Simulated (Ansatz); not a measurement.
## Electronic structure of C2H3Al (SMILES [CH]1[CH+][AlH]1) (charge +1, doublet) in real space

Input

```
crystal:
  periodic: [false, false, false]
  atoms:
    - {symbol: C, position_ang: [-2.997212, 1.052654, -0.076308]}
    - {symbol: C, position_ang: [-2.165697, 0.084467, 0.065021]}
    - {symbol: Al, position_ang: [-1.858283, 0.943678, -1.690134]}
    - {symbol: H, position_ang: [-3.822473, 1.635191, 0.345834]}
    - {symbol: H, position_ang: [-1.790147, -0.731218, 0.691316]}
    - {symbol: H, position_ang: [-1.258701, 1.254883, -3.086808]}
basis:
  gaussian: {orbitals: def2-TZVPD}
total_charge: 1
magnetization: {spin_polarized: true, initial_magnetization: 1}
hamiltonian: {xc: {name: PBE0}}
output: {forces: true, orbitals: {seedname: orbitals}}
```

Launched as:

```sh
ansatz run input.yaml --threads 1 --pin off --max-ram 2610MiB --events-out events.jsonl --progress --plain --runs-dir runs
```

Geometry: PBE0-D3(BJ)/pcseg-1.

These are results of Ansatz, isolated molecule in a Gaussian basis; Kohn-Sham density functional theory, functional PBE0, not measurements.

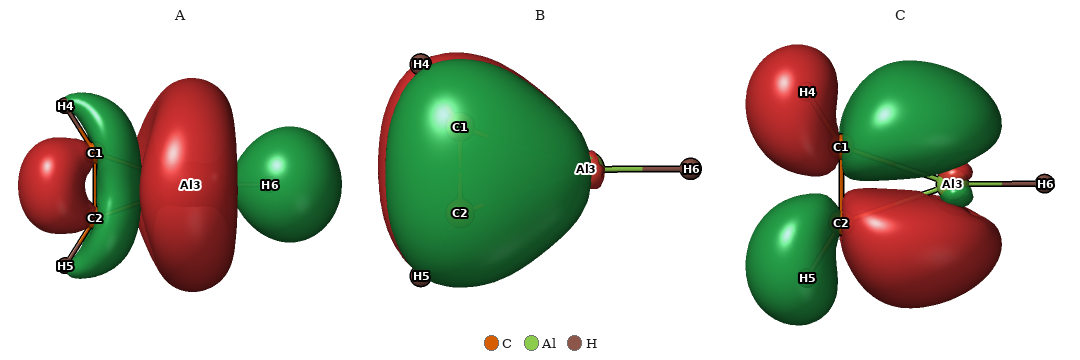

Figure 1. Three frontier orbitals at ±0.08 Å⁻³ᐟ² (green and red are the two phases), in no order.

> Order the three orbitals by energy and name them. All are α orbitals.

B is the HOMO−1 (α) (−15.29 eV). By Hirshfeld shares it lies mainly on C1 (about 40 %) and C2 (about 40 %); it changes sign across the molecular plane (π type); π-bonding across C1–C2. C is the HOMO (α) (−12.82 eV). Its weight (Hirshfeld) is mainly on Al3 (about 30 %), C1 (about 30 %), C2 (about 30 %), H4 (about 5 %) and H5 (about 5 %); it is symmetric in the molecular plane (an in-plane orbital: σ, lone-pair or in-plane π type). A is the LUMO (α) (−6.71 eV). It lies mainly on Al3 (about 55 %), H6 (about 20 %), C2 (about 10 %) and C1 (about 10 %); it is symmetric in the molecular plane (an in-plane orbital: σ, lone-pair or in-plane π type).

> What is the gap between the highest occupied and lowest empty α orbitals?

6.11 eV between the orbital energies.

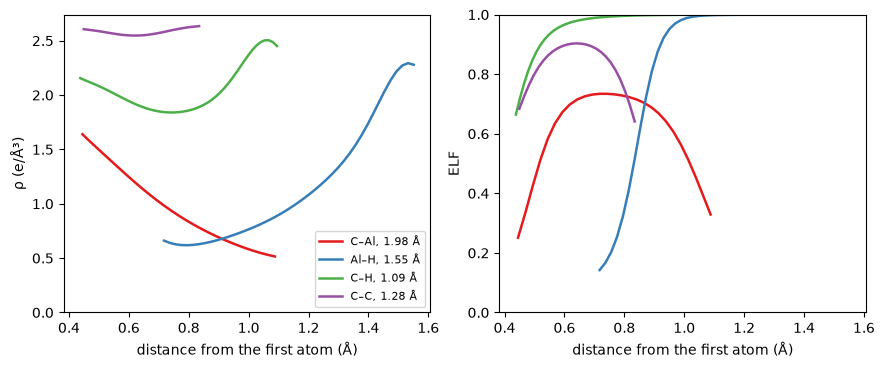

Figure 2. Electron density and ELF along straight lines between neighbouring atoms. The curves leave out the atomic cores.

> Compare the contacts.

C–Al (1.98 Å): ρ at the midpoint is about 0.59 e/Å³; the ELF peaks at about 0.75 in the valence shell of C, 0.7 Å from its nucleus, and is about 0.55 at the midpoint.
Al–H (1.55 Å): the density is about 0.62 e/Å³ at the midpoint; the ELF climbs to about 1 towards the hydrogen.
C–H (1.09 Å): the density is about 2 e/Å³ at the midpoint; the ELF climbs to about 1 towards the hydrogen; a covalent bond by its length.
C–C (1.28 Å): ρ is about 2.5 e/Å³ halfway; the ELF peaks at about 0.90 between the atoms (a short, multiple covalent bond).

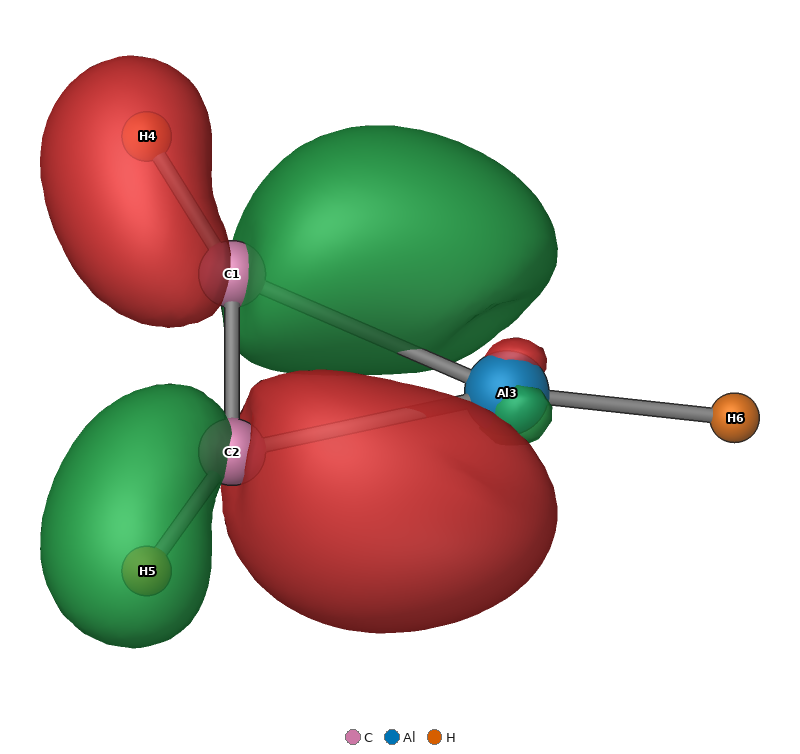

Figure 3. The HOMO (α) at ±0.15 Å⁻³ᐟ² (green and red are the two phases), seen at a tilt.

> Where does this orbital lie, and at what energy?

Its weight (Hirshfeld) is mainly on Al3 (about 30 %), C1 (about 30 %), C2 (about 30 %), H4 (about 5 %) and H5 (about 5 %); it is symmetric in the molecular plane (an in-plane orbital: σ, lone-pair or in-plane π type). Its energy is −12.82 eV.
